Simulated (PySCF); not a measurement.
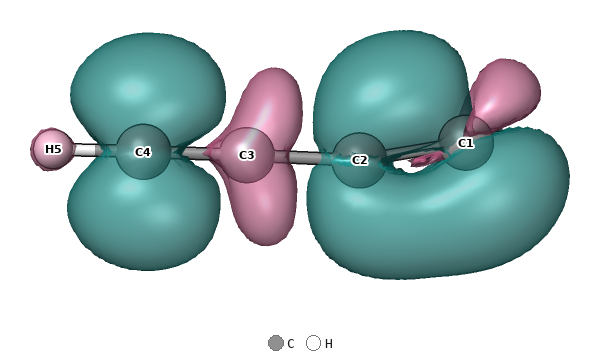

Figure. C₄H (doublet). Isosurfaces of the spin density (α minus β) at +0.015 (teal) and −0.015 e/Å³ (pink), seen across its widest extent.

Geometry: PBE0-D3(BJ)/def2-SVP.

The calculation used UKS B3LYP, IGLO-III on C, pcH-1 on H, non-relativistic, mean-field spin-orbit, GIAO (PySCF).

```csv
atom,x (Å),y (Å),z (Å)
C,2.4608,-0.0361,-0.6021
C,1.1947,-0.1230,-0.4134
C,-0.0817,-0.0274,-0.0077
C,-1.2563,0.0454,0.3544
H,-2.2833,0.1067,0.6690
```

Question: Where is the unpaired spin?

Answer: The unpaired spin (1 electron) lies mostly on C1 (about 0.4), C4 (about 0.3) and C2 (about 0.3), in electrons by Hirshfeld's partition.
